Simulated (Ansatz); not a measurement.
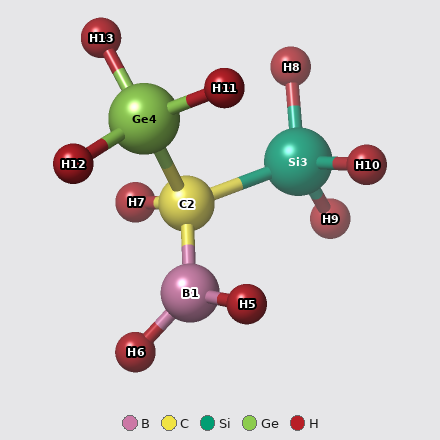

The system is CH9BGeSi, SMILES B[CH]([SiH3])[GeH3]; the picture shows the reference structure. Coordinates scanned: (1) dihedral H5–B1–C2–Si3; (2) dihedral Ge4–C2–Si3–H8. Nothing is relaxed (all other coordinates rigid). Grid: 8 × 7 points. Points are written as (first, second). All energies are given in kJ/mol relative to the relaxed molecule at the same level. Method: Ansatz 0.2.0, RKS PBE0-D4/def2-SVP.

Its coordinates:

```xyz
13

B    -1.1960    1.1279   -0.4006
C    -0.3504    0.2060    0.4941
Si    1.4699    0.6730    0.6328
Ge   -0.4680   -1.5216   -0.4859
H    -0.7867    1.4488   -1.4976
H    -2.2956    1.5067   -0.0639
H    -0.7849    0.0290    1.4915
H     2.2517   -0.4237    1.2870
H     1.6310    1.9096    1.4578
H     2.0366    0.9196   -0.7269
H     0.5677   -1.5421   -1.6222
H    -1.8761   -1.7244   -1.0770
H    -0.1786   -2.6435    0.5257
```

Range: dihedral H5–B1–C2–Si3 from −180 to 135°; dihedral Ge4–C2–Si3–H8 from −146 to 34°.

Q: What landscape does the calculation give?

A: The lowest grid point is at (45°, −56°), 0.041 kJ/mol from the relaxed molecule at the same level. The energy also falls towards the edge at (45°, 34°) (4.3 kJ/mol above the lowest) and (45°, −146°) (4.3 kJ/mol above the lowest), where a further well may lie outside the range. A higher local minimum lies near (−135°, −56°) (1.0 kJ/mol above the lowest at that grid point). The highest grid point, (135°, 4°), lies 51.8 kJ/mol above the lowest. On the interpolated surface the easiest way out of the lowest well to the well at (−135°, −56°) passes a barrier of about 43 kJ/mol.

```csv
"dihedral Ge4–C2–Si3–H8 ↓, dihedral H5–B1–C2–Si3 →",−180,−135,−90,−45,0,45,90,135
34,25.4,5.3,23.9,48.1,24.9,4.3,24.3,48.8
4,29.6,9.5,27.5,51.2,29.1,8.4,27.8,51.9
−26,25.0,5.2,22.6,46.1,24.6,4.1,22.8,46.7
−56,21.0,1.1,19.1,43.1,20.5,0.0,19.3,43.7
−86,25.4,5.3,23.9,48.0,24.9,4.3,24.2,48.7
−116,29.7,9.7,27.6,51.2,29.3,8.6,27.9,51.9
−146,25.2,5.5,22.7,46.1,24.8,4.4,22.8,46.7
```

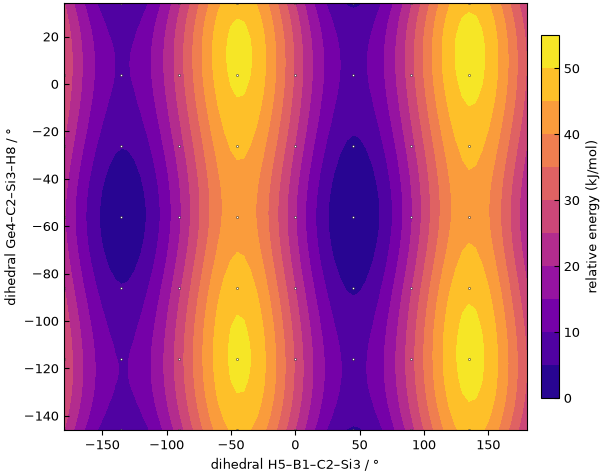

Drawn: filled contours, dots at the grid points. Between grid points the surface is interpolated.

Each point was launched as `ansatz run input.yaml --threads 1 --pin off --max-ram 2560MiB --backend cpu --events-out ev --progress --plain --runs-dir out`. Time for the 56 points that were run: 9.1 min on 1 thread of Arm Neoverse V2 (shared host).
